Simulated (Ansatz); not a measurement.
# Calculations on C3H7F2N

### Relaxation

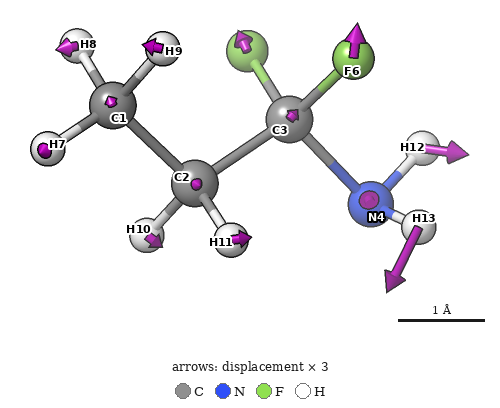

This is a relaxation of C3H7F2N. The starting structure is drawn; purple arrows show the displacements, magnified 3 times. The two geometries are superimposed by the best rigid fit.

A ball-and-stick model, seen at a tilt.

The run prepares an end point of a later path (torsion) calculation, from a guessed geometry.

The calculation used RKS B3LYP/STO-3G (Ansatz 0.2.0). (no spin polarisation; force threshold 0.015 eV/Å; at most 40 steps)

### What happened in the run?

The atom that moves furthest after the best rigid fit is an H atom (0.29 Å). Largest moves by element: H 0.29 Å, F 0.14 Å, N 0.11 Å, C 0.06 Å. Near-neighbour distances that change, for instance: H–N 0.960 → 1.062 Å, C–F 1.330 → 1.402 Å, C–F 1.351 → 1.413 Å, C–H 1.162 → 1.101 Å. Among the angles between lasting bonds that change: N–C–F 105.8° → 111.8°, C–N–H 99.6° → 104.5°, C–C–H 106.3° → 110.4°. Over 9 accepted moves (10 points after the start) the energy falls by 0.928 eV. Largest force component: 5.6 eV/Å at the start, 0.0074 eV/Å at the end. The line search rejected the trial step at point 7 of the run. Cost: 36 s on 1 thread of Arm Neoverse V1 (shared host), peak memory 0.12 GiB.

Limits of the set-up: STO-3G is a minimal basis, so the numbers are rough.

### Relaxation

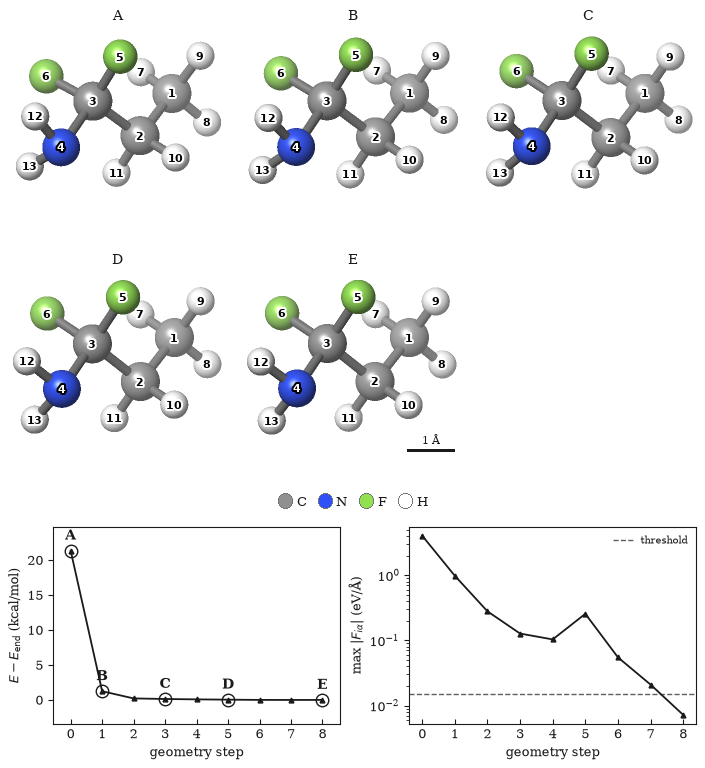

Frames of a relaxation of C3H7F2N, marked on the history of the run. The picture is a ball-and-stick view, seen from a free direction.

The run prepares an end point of a later path (torsion) calculation, from a guessed geometry.

Theory: RKS B3LYP/STO-3G in Ansatz 0.2.0. Set-up: no spin polarisation; force threshold 0.015 eV/Å; at most 40 steps.

What happens along the run?

The energy falls by 21.4 kcal/mol in 8 geometry steps. The largest force component goes from 4 to 0.0072 eV/Å. The atom that moves furthest after the best rigid fit is H13 (0.27 Å). By element the largest moves are H 0.27 Å, F 0.16 Å, N 0.10 Å, C 0.06 Å. Near-neighbour distances that change, for instance: N4–H13 0.960 → 1.062 Å, C3–F5 1.330 → 1.402 Å, C3–F6 1.351 → 1.413 Å, C1–H9 1.162 → 1.101 Å. Among the angles between lasting bonds that change: N4–C3–F6 105.8° → 111.8°, C3–N4–H12 99.6° → 104.5°, C1–C2–H11 106.3° → 110.4°. From step 0 to 1: H12 moves most (0.10 Å), energy −20.1 kcal/mol. From step 1 to 3: H13 moves most (0.08 Å), energy −1.11 kcal/mol. From step 3 to 5: H13 moves most (0.12 Å), energy −0.10 kcal/mol. From step 5 to 8: H13 moves most (0.05 Å), energy −0.04 kcal/mol.

```csv
step,"E − E(0), kcal/mol","largest force component, eV/Å"
0,0.00,4.0410
1,-20.11,0.9800
2,-21.14,0.2794
3,-21.22,0.1273
4,-21.27,0.1035
5,-21.32,0.2558
6,-21.35,0.0549
7,-21.35,0.0210
8,-21.36,0.0072
```

Limits of the set-up: STO-3G is a minimal basis, so the numbers are rough.

### Path

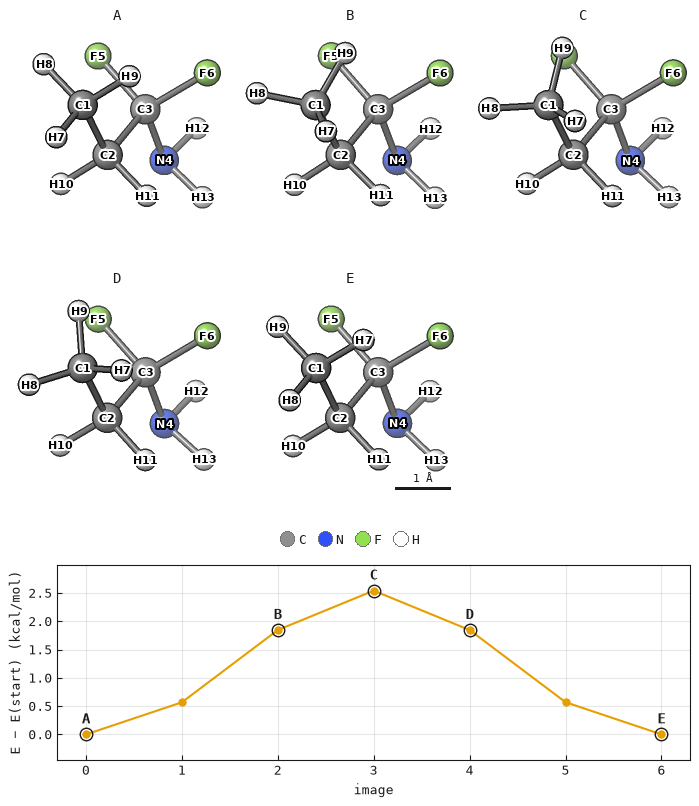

A search for the minimum-energy path of C₃H₇F₂N by the nudged elastic band. Images are numbered from 0 (start) to 6 (end). Frames A to E are images 0, 2, 3, 4, 6. The picture is a ball-and-stick view, seen from a free direction.

Computed with RKS B3LYP/STO-3G in Ansatz 0.2.0.

Input
```yaml
crystal:
  periodic: [false, false, false]
  atoms:
    - { symbol: C, position_ang: [-0.88245, -1.55, 0.291811] }
    - { symbol: C, position_ang: [0.364356, -0.655301, 0.05184] }
    - { symbol: C, position_ang: [-0.053271, 0.854619, -0.233875] }
    - { symbol: "N", position_ang: [1.204934, 1.672831, -0.555782] }
    - { symbol: F, position_ang: [-0.904891, 0.939449, -1.344] }
    - { symbol: F, position_ang: [-0.756773, 1.387256, 0.869634] }
    - { symbol: H, position_ang: [-0.578588, -2.591221, 0.478058] }
    - { symbol: H, position_ang: [-1.542559, -1.529792, -0.588981] }
    - { symbol: H, position_ang: [-1.452528, -1.190057, 1.162194] }
    - { symbol: H, position_ang: [0.941467, -1.013703, -0.817117] }
    - { symbol: H, position_ang: [1.026703, -0.672585, 0.934408] }
    - { symbol: H, position_ang: [0.870027, 2.681855, -0.566865] }
    - { symbol: H, position_ang: [1.783972, 1.63195, 0.333475] }
basis:
  gaussian: { orbitals: STO-3G }
hamiltonian:
  xc: b3lyp
neb:
  order_check: false
  images: 5
  f_tol: 0.03
  max_iterations: 60
  initial_path: idpp
  final_atoms:
    - { symbol: C, position_ang: [-0.88370602, -1.55553691, 0.25652506] }
    - { symbol: C, position_ang: [0.33847375, -0.66430096, -0.09712234] }
    - { symbol: C, position_ang: [-0.05617155, 0.87838726, -0.12089426] }
    - { symbol: "N", position_ang: [1.16650509, 1.70497654, -0.54255359] }
    - { symbol: F, position_ang: [-1.07183219, 1.12301699, -1.05547937] }
    - { symbol: F, position_ang: [-0.54908803, 1.27897232, 1.1411435] }
    - { symbol: H, position_ang: [-1.27602186, -1.29281324, 1.25110788] }
    - { symbol: H, position_ang: [-0.59653028, -2.61789344, 0.26239655] }
    - { symbol: H, position_ang: [-1.68684874, -1.41370966, -0.48282447] }
    - { symbol: H, position_ang: [0.73671592, -0.92341805, -1.0926144] }
    - { symbol: H, position_ang: [1.14522252, -0.8062959, 0.64243031] }
    - { symbol: H, position_ang: [0.87549917, 2.71396887, -0.37564952] }
    - { symbol: H, position_ang: [1.87818121, 1.53994718, 0.22833465] }
```

Run as
```bash
ansatz run input.yaml --threads 1 --pin off --max-ram 2048MiB --backend cpu --events-out ev --progress --plain --runs-dir out
```

Describe the mechanism and the energy profile.

Answer. The two ends have the same energy, and the highest point, image 3, lies 2.54 kcal/mol above the start. The motion is a rotation about the C1–C2 bond by about 120°. No bond forms or breaks between the ends. The band converged in 4 iterations. The largest component of the band force went from 0.97 to 0.023 eV/Å. The climbing image converged on the top of the path. Its vibrational analysis gives one imaginary mode (222i cm⁻¹), as a transition state must have.

Limits of the set-up: STO-3G is a minimal basis, so the numbers are rough.
